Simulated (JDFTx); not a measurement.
* **surface**: TiSi2(010), Si outermost, slab composition Ti4Si8
* **bulk**: TiSi2, Cmcm, lattice of mp-1077503 (not re-optimised)
* **slab**: 12 atoms in 10 planes, 1x1, 11.7 Å between the outermost planes
* **in-plane cell**: 3.530 × 3.565 Å, 12.59 Å²
* **cell height**: 27.9 Å
* **sampling**: 6×6×1 k mesh, Fermi smearing 0.01 Ha, no spin polarisation

Whether this polymorph is the ambient one wasn't checked. Neither spin polarisation nor a larger cell was tried.

All numbers are PBE, GBRV ultrasoft potentials, plane waves to 20/100 Ha results from JDFTx (a modified build), not measurements. Liquid on both sides: CANDLE, water, 2 M NaF; nuclei fixed, outer atoms relaxed in vacuum. The electron chemical potential μ is absolute (zero in the bulk liquid) and is turned into a potential by U = −μ/e − 4.44 V vs SHE, a convention. Both faces are the same ideal termination; reconstructions, overlayers and chemisorbed solvent are outside this model. On the negative side CANDLE's cavity feels the periodic box, so those points shift with the cell height.

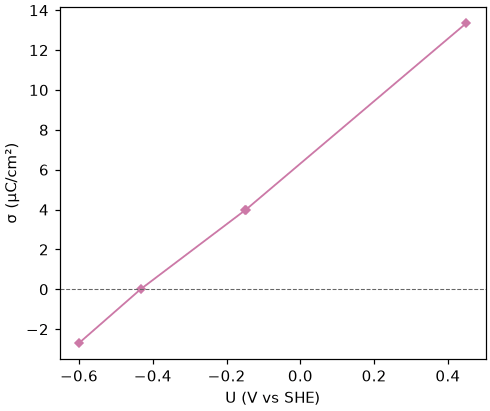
*Surface charge density of TiSi2(010) against potential*

Problem. Read off the potential of zero charge and the mean capacitance σ/(U − U_pzc) at the computed point just above it.

Solution. U_pzc ≈ -0.43 V. At -0.15 V it is about 14 μF/cm².
